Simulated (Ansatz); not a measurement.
**Abstraction of F: SnH3F + GeF3 → SnH3 + GeF4**

Species: SnH3F `[F][SnH3]`, singlet; GeF3 `[F][Ge]([F])[F]`, doublet; SnH3 `[SnH3]`, doublet; GeF4 `[F][Ge]([F])([F])[F]`, singlet. A radical takes F: the energy is the difference in strength between the Sn–F bond broken and the Ge–F bond made.

Shapes, held fixed at every level: PBE0-D4/def2-TZVP. Programs: Ansatz 0.2.0. The zero-point and thermal change to 298 K, harmonic and unscaled (PBE0-D4/def2-TZVP), is -1.6 kJ/mol.

| level | kind | ΔH(298 K) (kJ/mol) | less CCSD(T)/def2-TZVPP |
| --- | --- | --- | --- |
| B3LYP-D4/def2-TZVPP | global hybrid | -26.9 | +32.2 |
| BHLYP-D4/def2-TZVPP | global hybrid | -43.0 | +16.1 |
| r2SCAN0-D4/def2-TZVPP | global hybrid | -48.0 | +11.1 |
| wB97X-V/def2-TZVPP | range-separated hybrid | -34.9 | +24.2 |
| MP2/def2-TZVPP | perturbation theory | -57.3 | +1.8 |
| CCSD(T)/def2-SVP | coupled cluster or CI | -68.6 | -9.5 |
| CCSD/def2-SVP | coupled cluster or CI | -68.8 | -9.7 |
| CCSD(T)/def2-TZVPP | coupled cluster or CI | -59.1 | 0.0 |

The highest level, CCSD(T)/def2-TZVPP, gives ΔH(298 K) = -59.1 kJ/mol; the levels span -68.8 to -26.9. The column of differences is taken from that level and isn't an error. No measured value is set beside it here. Open shells run unrestricted unless RO is named. For atoms past krypton def2 sets carry core potentials with scalar relativity. Relativity is left out for Ge unless named. Correlated rows may include outer-core shells of Ge, Sn, which these sets cover unevenly.

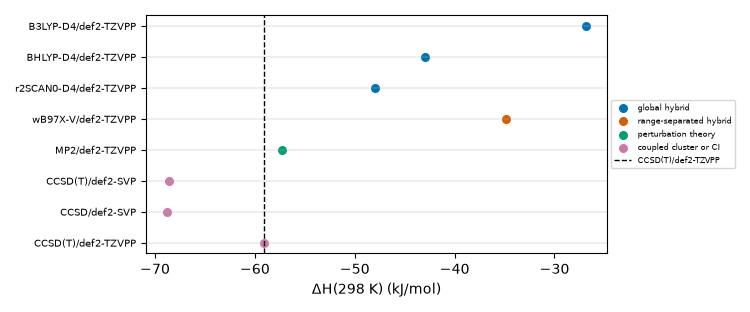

The values of the table, level by level.
